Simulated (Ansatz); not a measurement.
# C$_{2}$H$_{3}$FOZn: what the fields show

Input

```
crystal:
  periodic: [false, false, false]
  atoms:
    - { symbol: F, position_ang: [-2.4773, -0.3085, -0.4062] }
    - { symbol: Zn, position_ang: [-1.5467, -0.3137, 1.5762] }
    - { symbol: C, position_ang: [-0.2374, 0.4523, 0.048] }
    - { symbol: C, position_ang: [1.0232, -0.324, -0.4267] }
    - { symbol: O, position_ang: [0.6721, 0.9402, -0.9428] }
    - { symbol: H, position_ang: [0.0327, 0.9457, 1.0335] }
    - { symbol: H, position_ang: [1.877, -0.3384, 0.2298] }
    - { symbol: H, position_ang: [0.7487, -1.1108, -1.1676] }
basis:
  gaussian: { orbitals: def2-SVP }
hamiltonian:
  xc: pbe0
  dispersion: d4
relax:
  f_tol: 0.02
  max_steps: 50
output:
  orbitals: {}
```

Run with:

```sh
ansatz run input.yaml --threads 2 --pin off --max-ram 3072MiB --backend cpu --events-out ev --progress --plain --runs-dir out
```

The fields are those of the run's last geometry, not of the input's.

Computed with RKS PBE0-D4/def2-SVP in Ansatz 0.2.0.

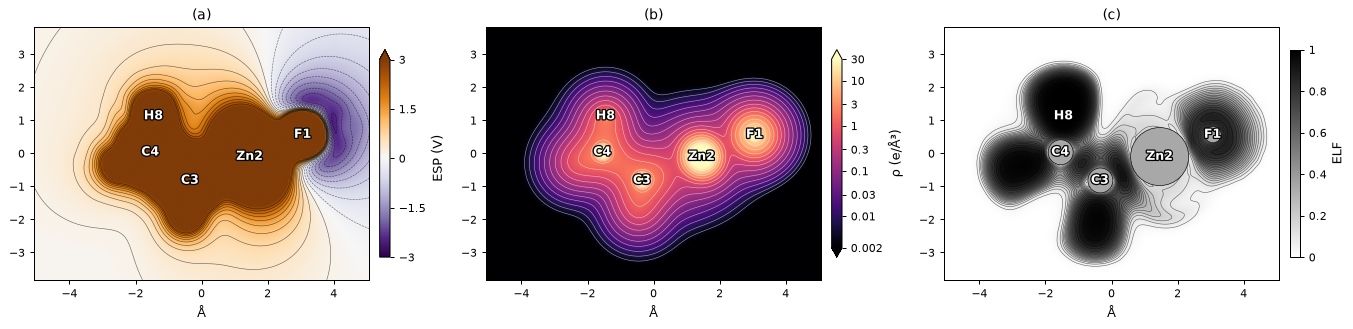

Figure 1. (a) electrostatic potential; (b) electron density; (c) ELF on the plane of atoms Zn2, C3 and C4. Grey discs cover the atomic cores in the ELF map.

### Read the bonding off the picture.

The plane passes through F, Zn, C and H nuclei.
C–C (1.47 Å): the density is about 1.6 e/Å³ at the midpoint; the ELF peaks at about 0.85 between the atoms: a covalent bond.
Zn–F (1.74 Å): the density is about 0.82 e/Å³ at the midpoint; the ELF peaks at about 0.85 in the valence shell of F, 0.5 Å from its nucleus, and is about 0.10 at the midpoint.
C–Zn (1.93 Å): ρ is about 0.77 e/Å³ halfway; the ELF peaks at about 0.95 in the valence shell of C, 0.7 Å from its nucleus, and is about 0.45 at the midpoint.
C–H (1.10 Å): ρ is about 2 e/Å³ halfway; the ELF climbs to about 1 towards the hydrogen, as it does in any bond to H (an ordinary covalent bond to hydrogen).
The ELF also peaks beside F1, away from the bonds: lone-pair regions.
Outside the dense part of the molecule the potential is most negative (−2.5 V) near F1.

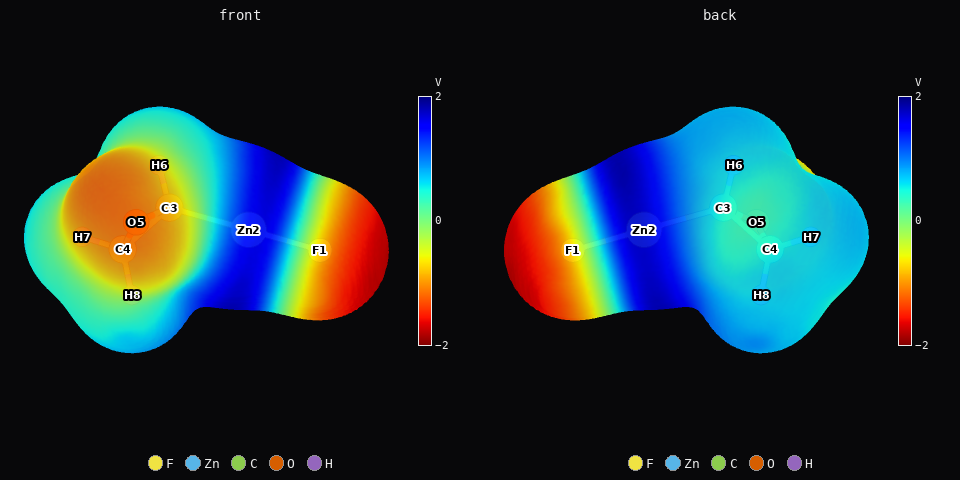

Figure 2. The electrostatic potential painted on the density surface at 0.001 e/bohr³, seen from the front and from behind; the colour scale runs from red (negative) to blue (positive).

### Describe the electrostatic potential map.

The most negative region (about −1.8 V) lies over F1, the most positive (about +1.8 V) over Zn2.

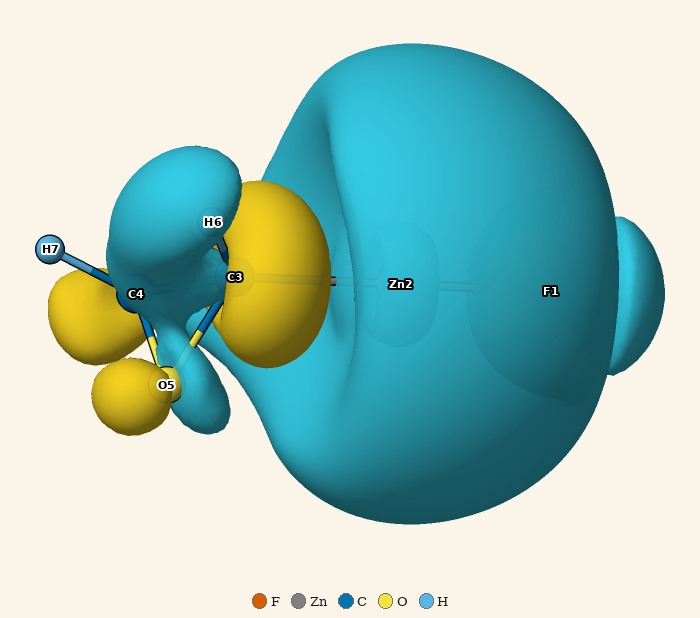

Figure 3. The LUMO at ±0.06 Å⁻³ᐟ² (yellow and cyan are the two phases), seen from one side.

### Describe this orbital and give its energy.

It lies mainly on Zn2 (about 65 %), C3 (about 15 %) and F1 (about 10 %). Its energy is −0.51 eV.

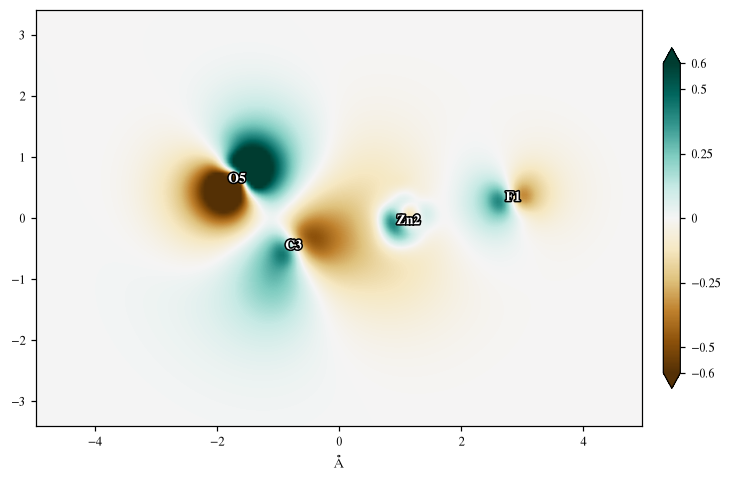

Figure 4. The HOMO on the plane of atoms Zn2, C3 and O5 (values in Å⁻³ᐟ²; the overall sign is arbitrary).

### Describe this orbital and give its energy.

By Hirshfeld shares it lies mainly on O5 (about 55 %), C3 (about 15 %) and Zn2 (about 15 %). Its energy is −7.44 eV.
